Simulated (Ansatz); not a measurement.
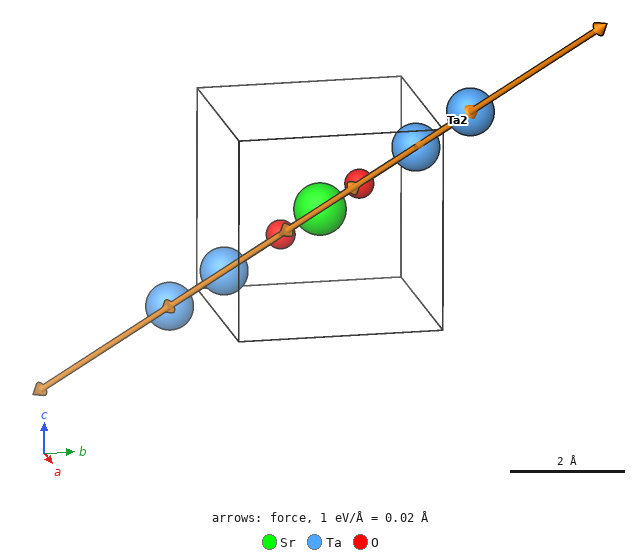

Starting geometry of crystalline SrTa2O2 (a generated structure, set up in R-3m) (coarse preliminary run) with the computed forces as orange arrows. Style: ball-and-stick. Shown: the cell of the calculation, slightly off an axis.

The calculation used DFT PBE, scalar-relativistic, plane waves, PAW in Ansatz. Settings: plane-wave cutoff 420 eV; k-point mesh 6 × 6 × 6; occupations gaussian; smearing width 0.1 eV; no spin polarisation; cell and atoms relaxed; force threshold 0.04 eV/Å; at most 70 steps.

Question: Is this structure relaxed? If not, where do the atoms go?

Answer: It isn't relaxed: the largest force vector, on Ta atoms, is 177.73 eV/Å. The atoms end up moving mostly along the starting forces (cosine between the two patterns 0.91). The energy falls by 162.029 eV per cell of the calculation in 29 accepted moves (33 points after the start). The largest force component goes from 180 to 0.031 eV/Å. Pressure: 1035.14 GPa at the start and 0.07 GPa at the end. The line search rejected the trial step at point 26 of the run. At 3 points the geometry stayed and the basis and grid were re-selected for the new cell (energy shift of 4.390 eV per cell of the calculation at most each time). The largest moves relative to the cell, 1.07 Å, are those of Ta atoms. Largest moves by element: Ta 1.07 Å, O 0.31 Å. Sr stays in place. Cell: a = b = c 3.655 → 5.590 Å (+52.9 %), α 89.7° → 60.9°, β 89.7° → 60.9°, γ 89.7° → 60.9°. Volume +157.8 %. Some distances before and after: Ta–Ta 1.408 → 5.147 Å, Sr–Ta 3.461 → 5.841 Å, Sr–Ta 2.476 → 4.227 Å, O–Sr 1.015 → 2.485 Å. Bonds break: Ta–Ta (1.41 → 5.15 Å). The space group stays R-3m (No. 166). The run took 3.4 min on 1 thread of Intel(R) Xeon(R) Processor @ 2.70GHz, with other jobs on the host, peak memory 0.47 GiB.
